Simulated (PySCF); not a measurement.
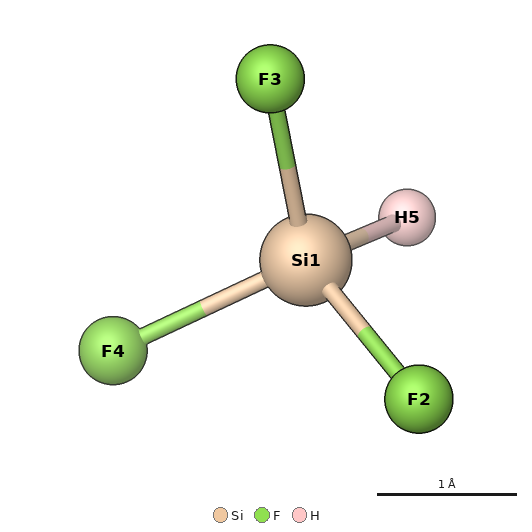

Orthographic view. Distant atoms are faded towards the background colour. The computed structure is the end point of a PBE0-D4/def2-TZVP optimisation. No frequency run is at hand to confirm it as a minimum.

Give the distance matrix in Å.

| atom | Si1 | F2 | F3 | F4 | H5 |
| --- | --- | --- | --- | --- | --- |
| Si1 | 0.00 |  |  |  |  |
| F2 | 1.57 | 0.00 |  |  |  |
| F3 | 1.57 | 2.55 | 0.00 |  |  |
| F4 | 1.57 | 2.55 | 2.55 | 0.00 |  |
| H5 | 1.46 | 2.50 | 2.50 | 2.50 | 0.00 |
